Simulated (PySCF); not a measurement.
## Electronic structure of C₅H₁₀Si in real space

The calculation's input:

```
{"job": {"kind": "nmr", "xc": "PBE0", "basis": "pcSseg-1", "pop": false}, "charge": 0, "multiplicity": 1}
C     -1.644200     0.838000    -1.217500
C     -0.837900     0.155300    -0.408600
C     -1.388900    -0.680800     0.707600
C      0.620300     0.221200    -0.565700
C      1.548500    -0.892900    -0.056700
Si     1.794600     0.729700     0.851100
H     -2.714500     0.823700    -1.103800
H     -1.260100     1.437700    -2.025600
H     -0.927200    -0.412400     1.656600
H     -2.464200    -0.544800     0.789100
H     -1.191700    -1.737100     0.525100
H      0.902800     0.610400    -1.539100
H      1.071100    -1.722900     0.443400
H      2.282800    -1.239000    -0.771400
H      1.263900     0.866100     2.195000
H      2.937200     1.556900     0.509100
```

Run with:

```sh
OMP_NUM_THREADS=1 python probes_run.py task.json out
```

Geometry: GFN2-xTB, NEB image 0 of 0 to 8.

The calculation used PySCF, PBE0/pcSseg-1, SCF density, gas phase, non-relativistic.

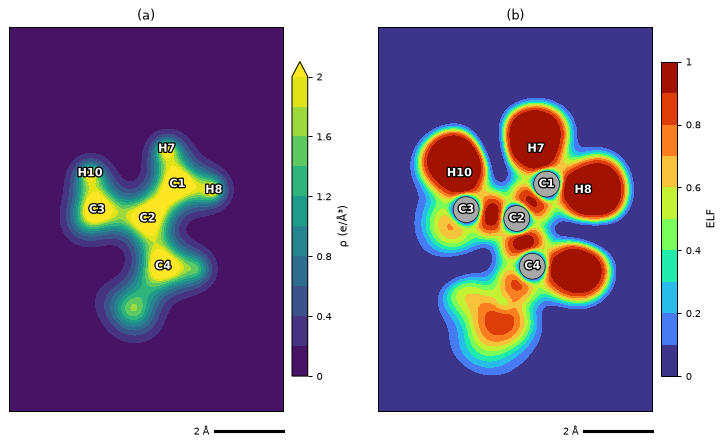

Figure 1. (a) total electron density; (b) ELF on the plane of atoms C1, C2 and C3. Grey discs cover the atomic cores in the ELF map.

Question: What does the map show?

Answer:
- The plane passes through C and H nuclei.
- C–C (1.33 Å): ρ at the midpoint is about 2.3 e/Å³; the ELF peaks at about 0.90 between the atoms: a multiple bond.
- C–H (1.08 Å): ρ at the midpoint is about 2 e/Å³; the ELF climbs to about 1 towards the hydrogen, as it does in any bond to H; an ordinary covalent bond to hydrogen.
- C–C (1.47 Å): the density is about 1.8 e/Å³ at the midpoint; the ELF peaks at about 0.95 between the atoms; a shared electron pair.

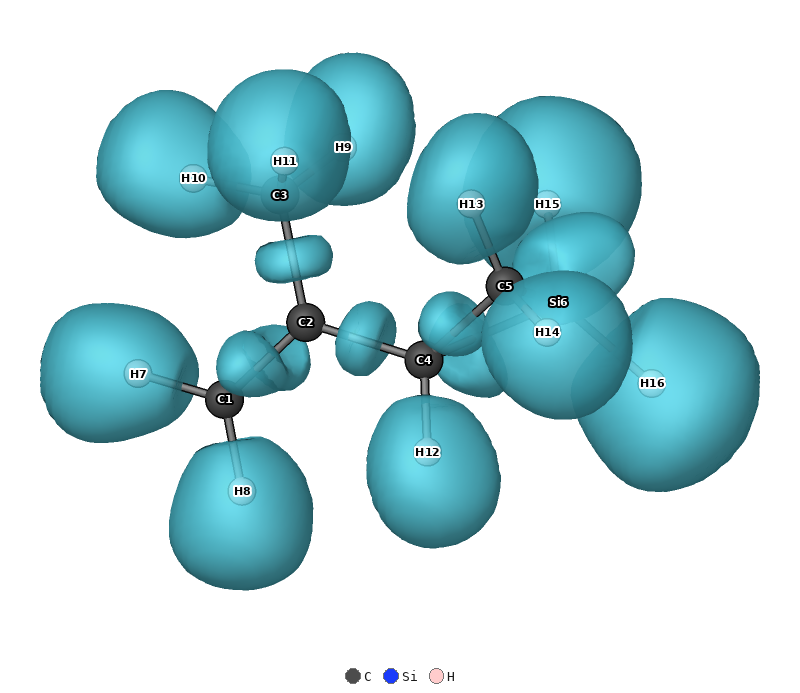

Figure 2. Isosurface of the ELF at 0.8 (cyan), seen across its widest extent. Only the valence region is drawn (cores and ρ < 0.01 e/Å³ removed).

Question: Identify the bonds, lone pairs and shells in this picture.

Answer: At this value the surface marks out four regions between bonded C–C atoms (shared pairs), ten regions around hydrogen nuclei and two regions on Si in which the atom's valence shell and bonds are merged.


 C–Si (1.88 Å): the ELF peaks at about 0.85 between the atoms: a covalent bond.

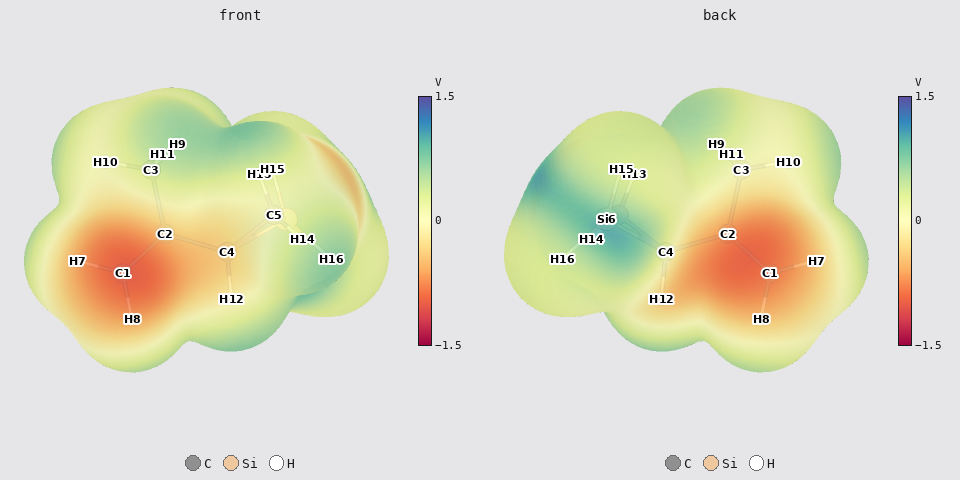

Figure 3. The molecular electrostatic potential painted on the density surface at 0.002 e/bohr³, seen from the front and from behind; red is negative and blue positive.

Question: Describe the electrostatic potential map.

Answer: The most negative region (about −1.0 V) lies over the π face of C1 and C2, the most positive (about +1.0 V) over Si6.
